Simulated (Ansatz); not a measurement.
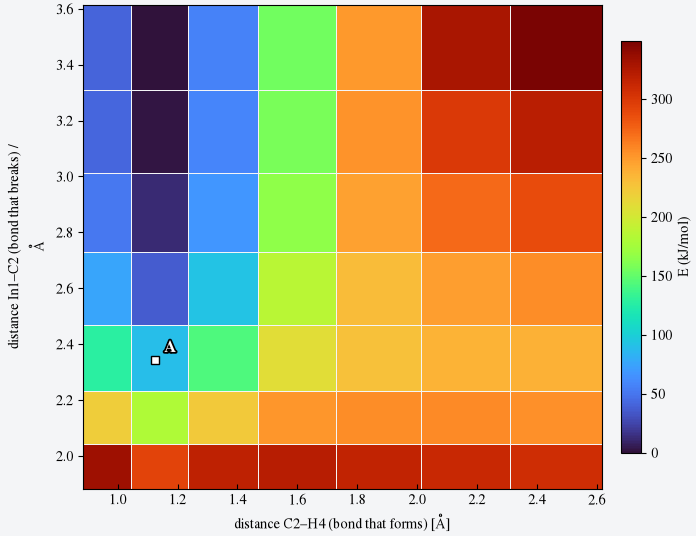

The reacting system C₂H₆ClIn (fragments C₂H₅In + ClH where the first distance is long, ClIn + C₂H₆ where the second is long). First axis: distance C2–H4 (bond that forms). Second axis: distance In1–C2 (bond that breaks). Relaxed at each point: all other coordinates. The grid has 7 × 7 points. Points are written as (first, second). Energies: kJ/mol, counted from the lowest grid point. Energies and slopes of some neighbouring points disagree (a jump in structure or state, or too coarse a mesh). The reference is spin-restricted, so regions where a bond is pulled apart into radicals lie too high. These are results of RKS r2SCAN-D4/def2-SVP (Ansatz 0.2.0), not measurements.

In the figure: one coloured cell a grid point, the point A.

Question: Which way does the force act at A, and how strong is it?

Answer: A, at (1.123 Å, 2.342 Å), is not a stationary point. The computed force is 60 kJ/mol for each Å towards smaller values of the first coordinate and 300 kJ/mol for each Å towards larger values of the second coordinate.
